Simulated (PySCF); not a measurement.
Molecule: H7GeNSSi, SMILES [S]([SiH2]N)[GeH3]. Atoms near the plane z = 0.0 Å, at the B3LYP/def2-SVP optimised geometry (x, y, z in Å): S3 (1.4, -1.1, 0.0), Ge4 (-0.8, -1.1, 0.0), H6 (1.4, 1.8, 0.8), H10 (-1.4, 0.4, 0.0).

Level of theory: B3LYP/def2-TZVP in PySCF. Cells within 0.4 Å of a nucleus heavier than hydrogen are left out (blank, or x). The values are rescaled to run from 0 to 1.

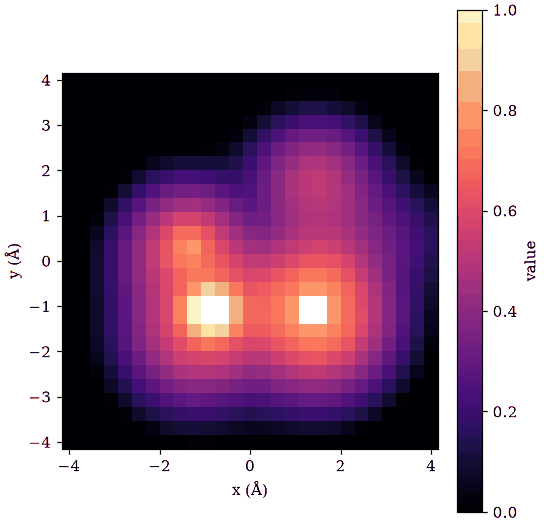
Fig. 1. a field on the plane z = 0.0 Å.

Q: Which quantity is mapped?
A) Laplacian of the electron density
B) log10 of the electron density
C) electron localisation function
D) deformation density (molecule minus spherical neutral atoms)

A: B, log10 of the electron density. In full: log10 of the electron density (e/bohr³), floored at −4.
